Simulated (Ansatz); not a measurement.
# BN (triplet): RPA-PBE over vertical spin and charge gaps, cc-pVDZ

Aim: run BN (triplet) with these functionals over vertical spin and charge gaps, and hold them against the top wave-function level at the same points.

Computed with Ansatz 0.2.0, Gaussian basis. Level: cc-pVDZ, all electrons in the functionals, frozen cores in the correlation of double hybrids and RPA.

Plan: RPA-PBE, at charge 0, triplet; charge 0, singlet; charge 0, quintet; charge 1, doublet; charge 1, quartet.

6 further runs of the same task are left out: 6 set aside as unsound or not needed.

## 1. What is computed

The geometry is a PBE0/def2-TZVP stationary point (not a proven minimum).

2 atoms, charge 0, spin multiplicity 3.

Atoms are counted from 1 here; the program's logs count them from 0.

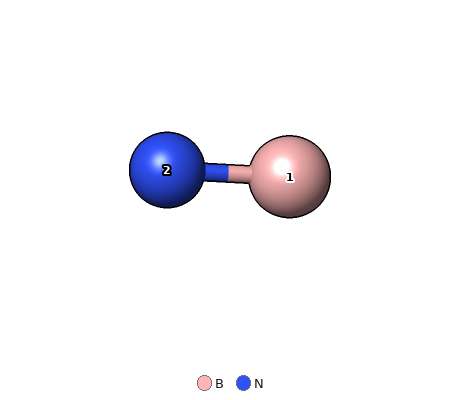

The geometry (boron pink, nitrogen blue); atoms are numbered from 1 in the order of the file.

Coordinates:

```xyz
2
charge 0, multiplicity 3
B     0.0000    0.0000    0.0000
N     0.0000    0.0000    1.3155
```

No dispersion term is added.

The geometry shown and the zero of energy belong to the point charge 0, triplet. The yardstick, FCI, and other wave-function levels (R restricted, U unrestricted, valence and pair active spaces) come from earlier runs.

## 2. RPA-PBE, charge 0, triplet

in.yaml reads:

```yaml
crystal:
  periodic: [false, false, false]
  atoms:
    - {symbol: B, position_ang: [0.000000, 0.000000, 0.000000]}
    - {symbol: N, position_ang: [0.000000, 0.000000, 1.315453]}
basis:
  gaussian: {orbitals: cc-pVDZ}
magnetization: {spin_polarized: true, initial_magnetization: 2}
hamiltonian: {xc: {name: PBE}}
correlation: {method: rpa, electrons: outside_noble_gas}
```

On the command line:

```
ansatz run in.yaml --threads 1 --pin off --events-out ev --progress --plain --max-ram 2816MiB --backend cpu
```

Log:

```text
Functional definition: PBE
  name "PBE"
  cite "Perdew, Burke & Ernzerhof, Phys. Rev. Lett. 77, 3865 (1996) doi:10.1103/PhysRevLett.77.3865"
  parent pbe
  parameter kappa = 0.804
  parameter beta = 0.06672455060314922
  exchange = pbe_x(kappa = kappa, mu = beta*pi^2/3)
  correlation = pbe_c(beta = beta)
269 factors; integrals over basis functions are off by at most 1.2e-3 eV
mean field evaluation 1: about -2154.0341 eV, gradient 2.9e1 eV
mean field evaluation 2: about -2154.0335 eV, gradient 2.9e1 eV
mean field evaluation 4: about -2157.3711 eV, gradient 1.1e1 eV
mean field evaluation 8: about -2158.2306 eV, gradient 4.0e-2 eV
mean field evaluation 16: about -2158.2306 eV, gradient 2.9e-6 eV
mean field evaluation 32: about -2156.7429 eV, gradient 2.2e-5 eV
mean field evaluation 64: about -2143.3885 eV, gradient 1.9e1 eV
mean field -2158.23056766 eV, -79.3135104605 hartree, gradient 2.9e-6 eV, S^2 2.002790; 6 other end points of the search recorded, 0 dependent functions left out
2 core orbitals not correlated: weight in the atoms' cores, before any rotation towards them, 1.000 or more for the frozen orbitals, at most 0.000 for the correlated occupied ones
reference -2149.12199249 eV, -78.9787764968 hartree; 5, 3 occupied and 21, 23 virtual orbitals, 269 factors
Total energy: -2157.91916089 eV, -79.3020664727 hartree
```

It took 0.95 s on 1 thread of AMD EPYC 7R13, shared host.

From the report: ⟨S²⟩ of the determinant 2.003 (pure triplet: 2.00).

## 3. RPA-PBE, charge 0, singlet

Changes to in.yaml since step 2:

```diff
@@ -7,3 +7,3 @@
   gaussian: {orbitals: cc-pVDZ}
-magnetization: {spin_polarized: true, initial_magnetization: 2}
+magnetization: {spin_polarized: true, initial_magnetization: 0}
 hamiltonian: {xc: {name: PBE}}
```

The command is unchanged.

Log:

```text
Functional definition: PBE
  name "PBE"
  cite "Perdew, Burke & Ernzerhof, Phys. Rev. Lett. 77, 3865 (1996) doi:10.1103/PhysRevLett.77.3865"
  parent pbe
  parameter kappa = 0.804
  parameter beta = 0.06672455060314922
  exchange = pbe_x(kappa = kappa, mu = beta*pi^2/3)
  correlation = pbe_c(beta = beta)
269 factors; integrals over basis functions are off by at most 1.2e-3 eV
mean field evaluation 1: about -2142.1650 eV, gradient 5.5e1 eV
mean field evaluation 2: about -2142.1643 eV, gradient 5.5e1 eV
mean field evaluation 4: about -2152.2585 eV, gradient 2.8e1 eV
mean field evaluation 8: about -2157.6679 eV, gradient 4.2e0 eV
mean field evaluation 16: about -2157.7619 eV, gradient 2.1e-3 eV
mean field evaluation 32: about -2158.0624 eV, gradient 1.8e-1 eV
mean field evaluation 64: about -2158.0460 eV, gradient 2.5e-1 eV
mean field evaluation 96: about -2155.8401 eV, gradient 5.7e0 eV
mean field evaluation 128: about -2154.1379 eV, gradient 4.7e-7 eV
mean field evaluation 160: about -2158.0444 eV, gradient 3.1e-1 eV
mean field evaluation 192: about -2158.0791 eV, gradient 8.5e-2 eV
mean field evaluation 224: about -2156.4930 eV, gradient 9.3e0 eV
mean field evaluation 256: about -2157.8843 eV, gradient 4.5e0 eV
mean field evaluation 288: about -2125.7701 eV, gradient 3.2e1 eV
mean field -2158.07930191 eV, -79.3079515465 hartree, gradient 3.0e-6 eV, S^2 0.836234; 22 other end points of the search recorded, 0 dependent functions left out
2 core orbitals not correlated: weight in the atoms' cores, before any rotation towards them, 1.000 or more for the frozen orbitals, at most 0.000 for the correlated occupied ones
reference -2148.05302481 eV, -78.9394926591 hartree; 4, 4 occupied and 22, 22 virtual orbitals, 269 factors
Total energy: -2157.78203641 eV, -79.2970272410 hartree
```

Wall time 4.3 s (1 thread of AMD EPYC 7R13, shared host).

From the report: ⟨S²⟩ of the determinant 0.836 (pure singlet: 0.00). The determinant is far from a pure spin state, so its energy mixes those of several spin states (harmless only where they are near-degenerate, as at dissociation).

From charge 0, triplet: +3.2 kcal/mol.

## 4. RPA-PBE, charge 0, quintet

Changes to in.yaml since step 3:

```diff
@@ -7,3 +7,3 @@
   gaussian: {orbitals: cc-pVDZ}
-magnetization: {spin_polarized: true, initial_magnetization: 0}
+magnetization: {spin_polarized: true, initial_magnetization: 4}
 hamiltonian: {xc: {name: PBE}}
```

Same command.

Log:

```text
Functional definition: PBE
  name "PBE"
  cite "Perdew, Burke & Ernzerhof, Phys. Rev. Lett. 77, 3865 (1996) doi:10.1103/PhysRevLett.77.3865"
  parent pbe
  parameter kappa = 0.804
  parameter beta = 0.06672455060314922
  exchange = pbe_x(kappa = kappa, mu = beta*pi^2/3)
  correlation = pbe_c(beta = beta)
269 factors; integrals over basis functions are off by at most 1.2e-3 eV
mean field evaluation 1: about -2152.2620 eV, gradient 1.4e1 eV
mean field evaluation 2: about -2152.2611 eV, gradient 1.4e1 eV
mean field evaluation 4: about -2153.1686 eV, gradient 3.3e0 eV
mean field evaluation 8: about -2153.2374 eV, gradient 6.7e-3 eV
mean field evaluation 16: about -2150.7703 eV, gradient 1.1e1 eV
mean field evaluation 32: about -2151.9447 eV, gradient 4.6e-1 eV
mean field evaluation 64: about -2153.0205 eV, gradient 2.2e0 eV
mean field -2153.23743170 eV, -79.1300160981 hartree, gradient 7.0e-6 eV, S^2 6.002762; 11 other end points of the search recorded, 0 dependent functions left out
2 core orbitals not correlated: weight in the atoms' cores, before any rotation towards them, 1.000 or more for the frozen orbitals, at most 0.000 for the correlated occupied ones
reference -2146.26523033 eV, -78.8737924238 hartree; 6, 2 occupied and 20, 24 virtual orbitals, 269 factors
Total energy: -2153.05991660 eV, -79.1234925385 hartree
```

It took 1.3 s on 1 thread of AMD EPYC 7R13, shared host.

From the report: ⟨S²⟩ of the determinant 6.003 (pure quintet: 6.00).

From charge 0, triplet: +112.1 kcal/mol.

## 5. RPA-PBE, charge 1, doublet

Changes to in.yaml since step 4:

```diff
@@ -7,3 +7,4 @@
   gaussian: {orbitals: cc-pVDZ}
-magnetization: {spin_polarized: true, initial_magnetization: 4}
+total_charge: 1
+magnetization: {spin_polarized: true, initial_magnetization: 1}
 hamiltonian: {xc: {name: PBE}}
```

Same command.

Log:

```text
Functional definition: PBE
  name "PBE"
  cite "Perdew, Burke & Ernzerhof, Phys. Rev. Lett. 77, 3865 (1996) doi:10.1103/PhysRevLett.77.3865"
  parent pbe
  parameter kappa = 0.804
  parameter beta = 0.06672455060314922
  exchange = pbe_x(kappa = kappa, mu = beta*pi^2/3)
  correlation = pbe_c(beta = beta)
269 factors; integrals over basis functions are off by at most 1.2e-3 eV
mean field evaluation 1: about -2125.0135 eV, gradient 6.2e1 eV
mean field evaluation 2: about -2125.0103 eV, gradient 6.2e1 eV
mean field evaluation 4: about -2140.5594 eV, gradient 2.6e1 eV
mean field evaluation 8: about -2146.1701 eV, gradient 2.4e0 eV
mean field evaluation 16: about -2146.2296 eV, gradient 1.4e0 eV
mean field evaluation 32: about -2051.3495 eV, gradient 1.0e2 eV
mean field evaluation 64: about -2146.2616 eV, gradient 7.0e-2 eV
mean field evaluation 96: about -2146.1829 eV, gradient 7.5e-1 eV
mean field evaluation 128: about -2145.6968 eV, gradient 5.8e0 eV
mean field evaluation 160: about -2145.9277 eV, gradient 1.0e0 eV
mean field evaluation 192: about -2091.3874 eV, gradient 3.2e1 eV
mean field -2146.33756978 eV, -78.8764508496 hartree, gradient 6.1e-6 eV, S^2 1.319413; 17 other end points of the search recorded, 0 dependent functions left out
2 core orbitals not correlated: weight in the atoms' cores, before any rotation towards them, 1.000 or more for the frozen orbitals, at most 0.000 for the correlated occupied ones
reference -2137.49588458 eV, -78.5515249117 hartree; 4, 3 occupied and 22, 23 virtual orbitals, 269 factors
Total energy: -2146.23269382 eV, -78.8725967290 hartree
```

It took 2.2 s on 1 thread of AMD EPYC 7R13, shared host.

From the report: ⟨S²⟩ of the determinant 1.319 (pure doublet: 0.75). The determinant is far from a pure spin state, so its energy mixes those of several spin states (harmless only where they are near-degenerate, as at dissociation).

From charge 0, triplet: +269.5 kcal/mol.

## 6. RPA-PBE, charge 1, quartet

Changes to in.yaml since step 5:

```diff
@@ -8,3 +8,3 @@
 total_charge: 1
-magnetization: {spin_polarized: true, initial_magnetization: 1}
+magnetization: {spin_polarized: true, initial_magnetization: 3}
 hamiltonian: {xc: {name: PBE}}
```

The command is unchanged.

Log:

```text
Functional definition: PBE
  name "PBE"
  cite "Perdew, Burke & Ernzerhof, Phys. Rev. Lett. 77, 3865 (1996) doi:10.1103/PhysRevLett.77.3865"
  parent pbe
  parameter kappa = 0.804
  parameter beta = 0.06672455060314922
  exchange = pbe_x(kappa = kappa, mu = beta*pi^2/3)
  correlation = pbe_c(beta = beta)
269 factors; integrals over basis functions are off by at most 1.2e-3 eV
mean field evaluation 1: about -2140.3049 eV, gradient 3.5e1 eV
mean field evaluation 2: about -2140.3033 eV, gradient 3.5e1 eV
mean field evaluation 4: about -2145.8722 eV, gradient 9.3e0 eV
mean field evaluation 8: about -2146.5358 eV, gradient 5.0e-2 eV
mean field evaluation 16: about -2146.5358 eV, gradient 2.4e-7 eV
mean field evaluation 32: about -2144.6365 eV, gradient 1.1e1 eV
mean field evaluation 64: about -2136.4322 eV, gradient 1.6e1 eV
mean field -2146.53577727 eV, -78.8837348404 hartree, gradient 2.4e-7 eV, S^2 3.751911; 5 other end points of the search recorded, 0 dependent functions left out
2 core orbitals not correlated: weight in the atoms' cores, before any rotation towards them, 1.000 or more for the frozen orbitals, at most 0.000 for the correlated occupied ones
reference -2139.64179702 eV, -78.6303857392 hartree; 5, 2 occupied and 21, 24 virtual orbitals, 269 factors
Total energy: -2146.47333253 eV, -78.8814400387 hartree
```

Run time: 0.82 s. Hardware: 1 thread of AMD EPYC 7R13, shared host.

From the report: ⟨S²⟩ of the determinant 3.752 (pure quartet: 3.75).

From charge 0, triplet: +263.9 kcal/mol.

## 7. The comparison

The yardstick is full CI for this spin, exact in this basis with these frozen cores. It comes from earlier runs at the same points. Energies in kcal/mol, counted from charge 0, triplet; blanks weren't run or aren't comparable.

```tsv
level	triplet to singlet	triplet to quintet	ionisation to the doublet cation	ionisation to the quartet cation
FCI	0.6	111.2	267.7	260.9
RPA-PBE	3.2	112.1	269.5	263.9
```

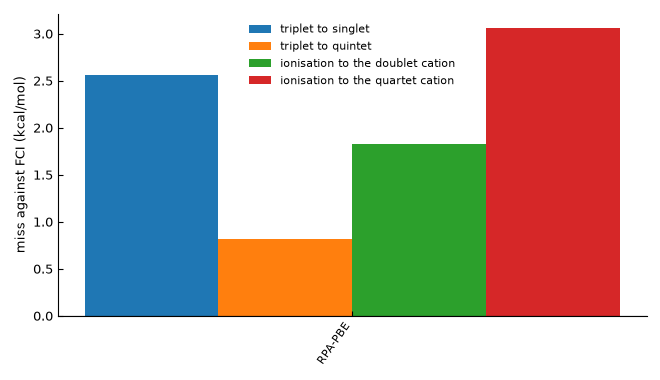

Misses of the gaps against FCI.

Largest miss and mean time a point (FCI took 16 s a point; shared hosts):

```tsv
level	largest miss (kcal/mol)	where	time a point
RPA-PBE	+3.1	ionisation to the quartet cation	1.9 s
```

## 8. Summary of results

```
                             quantity                                             value
              triplet to singlet, FCI                                      0.6 kcal/mol
              triplet to quintet, FCI                                    111.2 kcal/mol
ionisation to the doublet cation, FCI                                    267.7 kcal/mol
ionisation to the quartet cation, FCI                                    260.9 kcal/mol
                largest miss, RPA-PBE  +3.1 kcal/mol (ionisation to the quartet cation)
```

What this shows: RPA-PBE strays by up to 3.1 kcal/mol, at ionisation to the quartet cation. RPA-PBE clearly breaks the spin symmetry at some points (⟨S²⟩ up to 0.84 above the pure value), so energy there is bought with a mixed spin. Functionals and the yardstick converge differently with the basis, so part of each miss in cc-pVDZ is the basis.
